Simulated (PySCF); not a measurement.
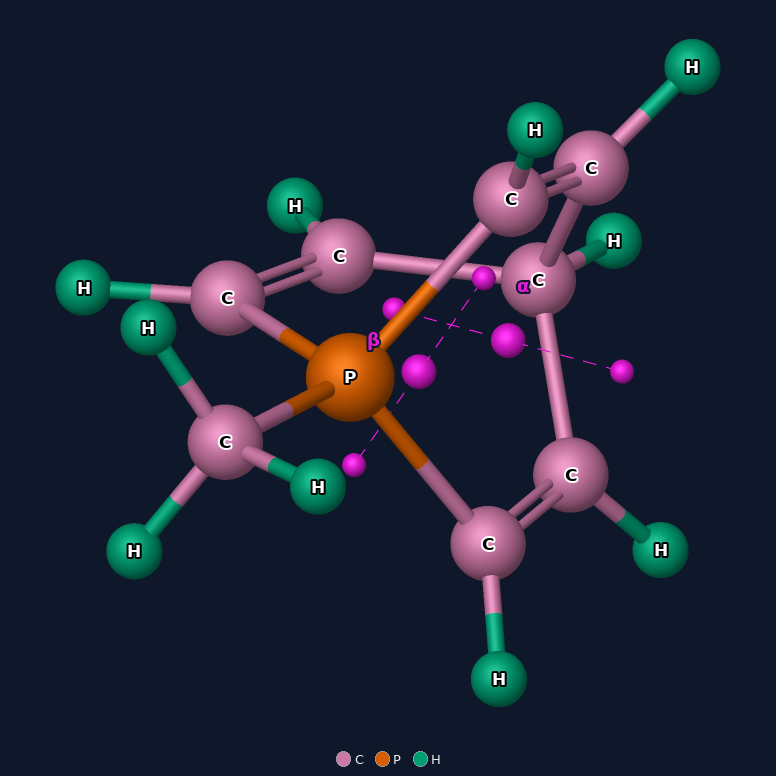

The small points mark where nucleus-independent chemical shifts (NICS) were computed: at the centre of each lettered ring and 1 Å above and below it. Charge +1, singlet. The geometry was computed by an optimisation with GFN2-xTB. No frequency run is at hand to confirm it as a minimum. Properties computed with GIAO PBE0/pcSseg-1 NMR shielding, non-relativistic, gas phase (PySCF 2.14.0).

Give NICS(0), NICS(1) and the out-of-plane component NICS(1)zz for each ring (means of the two sides).

```
ring  members  NICS(0)  NICS(1)  NICS(1)zz
   α      C5P     −3.1     −5.0       −6.5
   β      C5P     −3.1     −5.0       −6.5
```

Values in ppm.

Question: What do the values say about the ring currents?

Answer: Ring α: weak, as in a non-aromatic ring. Ring β: weak, as in a non-aromatic ring. NICS is one index among several.

The geometry is semi-empirical. Around P such bond lengths and angles can be off by a tenth of an ångström or more and by several degrees, and values that hang on the shape move with them.
